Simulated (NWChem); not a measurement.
# CH6BNO2 (SMILES OBNCO) at 3 levels

Wanted: a comparison of 3 runs (HF/STO-3G, HF/3-21G, B3LYP/6-31G*) of CH6BNO2. 

Program for the calculation: NWChem 7.3.0.

### 1 The system as given

CH6BNO2: 11 atoms, total charge 0, spin state singlet. As SMILES, `OBNCO`. The coordinates come from a PBE0-D4/def2-TZVP relaxation. This is a higher conformer, about 10 kJ/mol above the lowest found by a separate search.

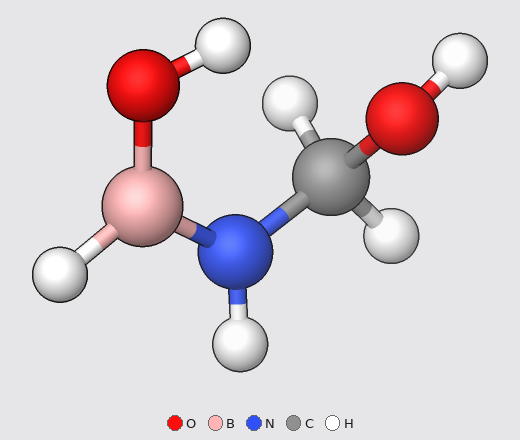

Viewed from a chosen angle; oxygen red, boron pink, nitrogen blue, carbon grey, hydrogen white.

### 2 Energy and gradient at HF/STO-3G (run 1)

Input file a.nw:

```
START a
TITLE "CH6BNO2"
memory 2200 mb
charge 0

GEOMETRY units angstroms noautosym nocenter noautoz
  O    -0.365300    1.867300    0.524000
  B    -0.151000    0.776300    1.310700
  N     0.041300   -0.514500    0.761600
  C    -0.074500   -0.827100   -0.621300
  O     0.833500   -0.016400   -1.360600
  H    -0.145900    1.684700   -0.397300
  H    -0.135500    0.915900    2.499600
  H     0.344000   -1.265700    1.354800
  H    -1.095800   -0.629000   -0.978300
  H     0.142100   -1.890000   -0.774600
  H     0.672700   -0.158500   -2.298200
END

BASIS spherical bse
  O library STO-3G
  B library STO-3G
  N library STO-3G
  C library STO-3G
  H library STO-3G
END

SCF
  thresh 1e-08
  maxiter 80
END

TASK scf gradient
```

Launch:

```
nwchem a.nw > a.out
```

Log:

```text
[...]
  functions       =    31
[...]
  wavefunction    = RHF
[...]
         Total SCF energy =   -266.766036639655
      One-electron energy =   -719.699451910872
      Two-electron energy =    275.418529829042
 Nuclear repulsion energy =    177.514885442176
        Time for solution =      1.4s
[...]
                         RHF ENERGY GRADIENTS
    atom               coordinates                        gradient
                 x          y          z           x          y          z
   1 O      -0.690317   3.528685   0.990216    0.001803  -0.000535  -0.032008
   2 B      -0.285349   1.466994   2.476864   -0.000742  -0.007940  -0.008576
   3 N       0.078046  -0.972264   1.439215    0.000941  -0.024360  -0.033457
   4 C      -0.140785  -1.562992  -1.174087    0.006994   0.013204   0.036355
   5 O       1.575087  -0.030992  -2.571161   -0.022766  -0.024429  -0.034429
   6 H      -0.275711   3.183621  -0.750788   -0.003525   0.008563   0.022344
   7 H      -0.256058   1.730800   4.723559    0.001111   0.002963   0.022793
   8 H       0.650066  -2.391826   2.560201   -0.003225   0.012348  -0.006701
   9 H      -2.070762  -1.188638  -1.848719    0.004509   0.003251   0.001169
  10 H       0.268530  -3.571582  -1.463782    0.002167   0.004455   0.000682
  11 H       1.271219  -0.299522  -4.342968    0.012734   0.012480   0.031828
[...]
```

Run time: 2.4 s. Hardware: 1 thread of Intel Xeon 6975P-C (Granite Rapids), shared host; peak memory 0.094 GiB.

### 3 Energy and gradient at HF/3-21G (run 2)

Input file ch6bno2.nw:

```
start ch6bno2
title "CH6BNO2"
memory stack 880 mb heap 220 mb global 1100 mb
charge 0
geometry noautosym nocenter noautoz
 O       -0.365300       1.867300       0.524000
 B       -0.151000       0.776300       1.310700
 N        0.041300      -0.514500       0.761600
 C       -0.074500      -0.827100      -0.621300
 O        0.833500      -0.016400      -1.360600
 H       -0.145900       1.684700      -0.397300
 H       -0.135500       0.915900       2.499600
 H        0.344000      -1.265700       1.354800
 H       -1.095800      -0.629000      -0.978300
 H        0.142100      -1.890000      -0.774600
 H        0.672700      -0.158500      -2.298200
end
basis "ao basis" spherical bse
 * library 3-21G
end
scf
 thresh 1e-08
 maxiter 80
end
task scf gradient
```

Launch:

```
nwchem ch6bno2.nw > ch6bno2.out
```

Log:

```text
[...]
  functions       =    57
[...]
  wavefunction    = RHF
[...]
         Total SCF energy =   -268.802402430006
      One-electron energy =   -719.926134995976
      Two-electron energy =    273.608847123794
 Nuclear repulsion energy =    177.514885442176
        Time for solution =      1.7s
[...]
                         RHF ENERGY GRADIENTS
    atom               coordinates                        gradient
                 x          y          z           x          y          z
   1 O      -0.690317   3.528685   0.990216    0.001081  -0.006037   0.012040
   2 B      -0.285349   1.466994   2.476864   -0.001349   0.004362  -0.026517
   3 N       0.078046  -0.972264   1.439215   -0.002821   0.014771  -0.012551
   4 C      -0.140785  -1.562992  -1.174087    0.016042   0.017740   0.003387
   5 O       1.575087  -0.030992  -2.571161   -0.003941  -0.009608   0.005974
   6 H      -0.275711   3.183621  -0.750788   -0.001106  -0.008133   0.006803
   7 H      -0.256058   1.730800   4.723559    0.000051  -0.000344   0.005339
   8 H       0.650066  -2.391826   2.560201    0.001577  -0.004532   0.001926
   9 H      -2.070762  -1.188638  -1.848719   -0.007559   0.003026  -0.002667
  10 H       0.268530  -3.571582  -1.463782    0.002582  -0.008261  -0.001346
  11 H       1.271219  -0.299522  -4.342968   -0.004556  -0.002984   0.007612
[...]
```

Run time: 2.8 s. Hardware: 1 thread of Intel Xeon 6975P-C (Granite Rapids), shared host; peak memory 0.096 GiB.

### 4 Energy and forces at B3LYP/6-31G(d) (Cartesian functions) (run 3)

Input file a.nw:

```
start a
title "CH6BNO2"
memory stack 880 mb heap 220 mb global 1100 mb

geometry units angstroms noautosym nocenter noautoz
   O    -0.365300    1.867300    0.524000
   B    -0.151000    0.776300    1.310700
   N     0.041300   -0.514500    0.761600
   C    -0.074500   -0.827100   -0.621300
   O     0.833500   -0.016400   -1.360600
   H    -0.145900    1.684700   -0.397300
   H    -0.135500    0.915900    2.499600
   H     0.344000   -1.265700    1.354800
   H    -1.095800   -0.629000   -0.978300
   H     0.142100   -1.890000   -0.774600
   H     0.672700   -0.158500   -2.298200
end

basis cartesian
   * library 6-31G*
end

dft
   xc b3lyp
   mult 1
   grid xfine
   convergence energy 1e-08
   maxiter 100
   mulliken
end

task dft gradient
```

Launch:

```
nwchem a.nw > a.out
```

Log:

```text
[...]
          Wavefunction type:  closed shell.
          No. of atoms     :    11
          No. of electrons :    40
[...]
          Charge           :     0
          Spin multiplicity:     1
[...]
          AO basis - number of functions:    87
[...]
              XC Information
              --------------
                         B3LYP Method XC Potential
                     Hartree-Fock (Exact) Exchange  0.200
                        Slater Exchange Functional  0.800 local
                    Becke 1988 Exchange Functional  0.720 non-local
              Lee-Yang-Parr Correlation Functional  0.810
                  VWN I RPA Correlation Functional  0.190 local
[...]
 d= 0,ls=0.0,diis     1   -271.7245995684 -4.49D+02  1.46D-02  1.04D+00     3.6
[...]
 d= 0,ls=0.0,diis    10   -271.8331359296 -2.41D-09  3.14D-07  2.18D-09    32.8
         Total DFT energy =     -271.833135929568
      One electron energy =     -722.427912445058
           Coulomb energy =      309.018712550934
    Exchange-Corr. energy =      -35.938821477620
 Nuclear repulsion energy =      177.514885442176
[...]
  wavefunction    = closed shell
                         DFT ENERGY GRADIENTS
    atom               coordinates                        gradient
                 x          y          z           x          y          z
   1 O      -0.690317   3.528685   0.990216    0.002806  -0.006410  -0.005326
   2 B      -0.285349   1.466994   2.476864   -0.000382  -0.002038  -0.003454
   3 N       0.078046  -0.972264   1.439215    0.000498   0.001352  -0.002820
   4 C      -0.140785  -1.562992  -1.174087    0.002985   0.003590   0.002757
   5 O       1.575087  -0.030992  -2.571161   -0.006557  -0.006747  -0.005123
   6 H      -0.275711   3.183621  -0.750788   -0.002390   0.002598   0.006674
   7 H      -0.256058   1.730800   4.723559    0.000252  -0.000289   0.000163
   8 H       0.650066  -2.391826   2.560201   -0.001661   0.003481  -0.003069
   9 H      -2.070762  -1.188638  -1.848719    0.002168   0.000523   0.000941
  10 H       0.268530  -3.571582  -1.463782    0.000282   0.002508   0.000392
  11 H       1.271219  -0.299522  -4.342968    0.001998   0.001432   0.008866
[...]
```

Run time: 40 s. Hardware: 1 thread of Intel Xeon 6975P-C (Granite Rapids), shared host; peak memory 0.15 GiB.

### 5 All runs side by side

```csv
run,level,Cartesian functions,iteration cap,energy (Eh),dipole moment (D),HOMO energy (eV),LUMO energy (eV),wall time
1,HF/STO-3G,no,80,-266.766037,3.34,-8.63,9.97,2.4 s
2,HF/3-21G,no,80,-268.802402,4.73,-10.84,5.62,2.8 s
3,B3LYP/6-31G* (Cartesian functions),yes,100,-271.833136,3.98,-6.97,1.19,40 s
```

### 6 Summary of results

| quantity | value |
| --- | --- |
| run 3: total energy | -271.83314 Eh |
| run 3: dipole moment | 3.98 D |
| run 3: HOMO energy | -6.97 eV |
| run 3: LUMO energy | 1.19 eV |
| run 3: HOMO–LUMO gap | 8.16 eV |
| run 3: largest force on an atom | 0.551 eV/Å |

In words: The dipole moment (its size) runs from 3.34 D (HF/STO-3G) to 4.73 D (HF/3-21G). The HOMO–LUMO gap runs from 8.16 eV (B3LYP/6-31G*) to 18.60 eV (HF/STO-3G). The two ends differ in method and basis. In run 1 the basis is minimal, so the values are rough. All runs together took 45 s, the longest 40 s.
